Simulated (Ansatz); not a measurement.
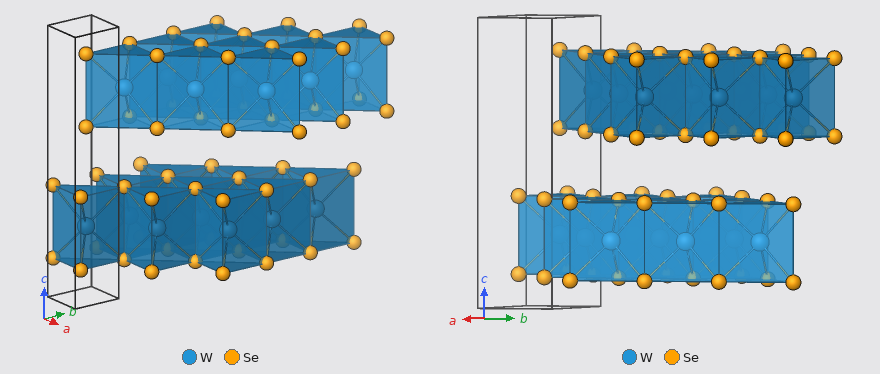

Polyhedra are drawn about W (bonds: Se–W below 2.8 Å); other atoms are plain spheres. Two views of the same piece.

System WSe2 (space group P6_3/mmc, No. 194); source of the atomic positions: the end point of a relaxation at fixed volume with DFT PBE+D3(BJ), scalar-relativistic, plane waves, PAW in Ansatz.

Sharing among the drawn polyhedra:

```
site           polyhedron  corner-sharing neighbours  edge-sharing  face-sharing  bond (Å)
   W  WSe6 trigonal prism                          0             6             0      2.53
```

They form layers of edge-sharing trigonal prisms parallel to (001).
